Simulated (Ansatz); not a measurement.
# ClGaH₃N (SMILES [NH2][GaH][Cl]): one structure at several levels

A test off equilibrium: a structure displaced at random from a GFN2-xTB minimum is computed at several levels, and each is set against CCSD(T).

Method: single points in def2-TZVPP; program: Ansatz 0.2.0, Gaussian basis.

Correlated methods freeze the cores. Filled d shells of the heavier atoms are correlated.

### 1 The starting structure

SMILES `[NH2][GaH][Cl]`, 6 atoms, charge 0, spin multiplicity 1.

Atoms are counted from 1 here; the program's logs count them from 0.

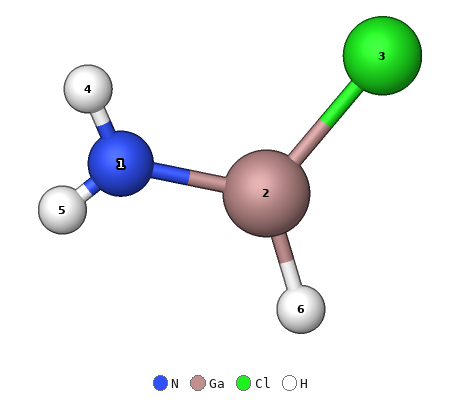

Start geometry, drawn with nitrogen blue, gallium pink, chlorine green, hydrogen white; atoms are numbered from 1 in the order of the file.

Geometry (Å):

```xyz
6
charge 0, multiplicity 1
N    -0.2129    0.6661    0.7841
Ga   -0.0765   -0.5018   -0.6177
Cl    1.9036   -1.3911   -1.0145
H     0.5414    0.9103    1.4385
H    -0.9429    1.1190    1.0857
H    -1.3051   -0.7915   -1.4522
```

### 2 CCSD(T)/def2-TZVPP

Contents of run/in.yaml:

```yaml
crystal:
  periodic: [false, false, false]
  atoms:
    - {symbol: N, position_ang: [-0.212900, 0.666100, 0.784100]}
    - {symbol: Ga, position_ang: [-0.076500, -0.501800, -0.617700]}
    - {symbol: Cl, position_ang: [1.903600, -1.391100, -1.014500]}
    - {symbol: H, position_ang: [0.541400, 0.910300, 1.438500]}
    - {symbol: H, position_ang: [-0.942900, 1.119000, 1.085700]}
    - {symbol: H, position_ang: [-1.305100, -0.791500, -1.452200]}
basis:
  gaussian: {orbitals: def2-TZVPP}
correlation: {method: ccsd_t}
output: {forces: true}
```

No record of the launch command was kept for these runs.

### 3 PBE0-D4/def2-TZVPP

run/in.yaml: that of step 2 with these lines changed.

```diff
@@ -11,3 +11,3 @@
   gaussian: {orbitals: def2-TZVPP}
-correlation: {method: ccsd_t}
-output: {forces: true}
+hamiltonian: {xc: pbe0, dispersion: d4}
+output: {forces: true, orbitals: {seedname: orbitals}}
```

### 4 wB97M-V/def2-TZVPP

run/in.yaml: that of step 3 with these lines changed.

```diff
@@ -11,3 +11,3 @@
   gaussian: {orbitals: def2-TZVPP}
-hamiltonian: {xc: pbe0, dispersion: d4}
-output: {forces: true, orbitals: {seedname: orbitals}}
+hamiltonian: {xc: {name: wB97M-V}}
+output: {forces: true}
```

### 5 r2SCAN-D4/def2-TZVPP

run/in.yaml: that of step 4 with these lines changed.

```diff
@@ -11,3 +11,3 @@
   gaussian: {orbitals: def2-TZVPP}
-hamiltonian: {xc: {name: wB97M-V}}
+hamiltonian: {xc: r2scan, dispersion: d4}
 output: {forces: true}
```

### 6 PBE-D4/def2-TZVPP

run/in.yaml: that of step 5 with these lines changed.

```diff
@@ -11,3 +11,3 @@
   gaussian: {orbitals: def2-TZVPP}
-hamiltonian: {xc: r2scan, dispersion: d4}
+hamiltonian: {xc: pbe, dispersion: d4}
 output: {forces: true}
```

### 7 r2SCANh-D4/def2-TZVPP

run/in.yaml: that of step 6 with these lines changed.

```diff
@@ -11,3 +11,3 @@
   gaussian: {orbitals: def2-TZVPP}
-hamiltonian: {xc: pbe, dispersion: d4}
+hamiltonian: {xc: {name: r2SCANh}, dispersion: d4}
 output: {forces: true}
```

### 8 revPBE-D4/def2-TZVPP

run/in.yaml: that of step 7 with these lines changed.

```diff
@@ -11,3 +11,3 @@
   gaussian: {orbitals: def2-TZVPP}
-hamiltonian: {xc: {name: r2SCANh}, dispersion: d4}
+hamiltonian: {xc: {name: revPBE}, dispersion: d4}
 output: {forces: true}
```

(Steps that only read results are left out.)

**Question.** What will these runs give? Wanted: energy less free atoms, CCSD(T)/def2-TZVPP; RMS force component; RMS force error; HOMO and LUMO, PBE0-D4; T1 diagnostic.

**Answer**, as computed:

| quantity | value |
| --- | --- |
| energy less free atoms, CCSD(T)/def2-TZVPP | -1678.3 kJ/mol |
| RMS force component | 2.159 to 2.217 eV/Å over the methods |
| RMS force error | PBE0-D4 0.037, wB97M-V 0.032, r2SCAN-D4 0.028, PBE-D4 0.133, r2SCANh-D4 0.052, revPBE-D4 0.158 eV/Å |
| HOMO and LUMO, PBE0-D4 | -7.70 and -0.84 eV |
| T1 diagnostic | 0.013 |

In words: Against CCSD(T) the functionals' energies less atoms differ by -52.4 to -3.8 kJ/mol, PBE-D4 by -52.4 kJ/mol. The reference is not at the basis limit: in triple zeta CCSD(T) underbinds, which counts against methods that bind more; the gaps are no ranking. The forces of r2SCAN-D4 come nearest to CCSD(T), those of revPBE-D4 are farthest. Frozen-core CCSD(T) forces in triple zeta carry basis errors of their own, and this is one geometry, so small gaps rank nothing.
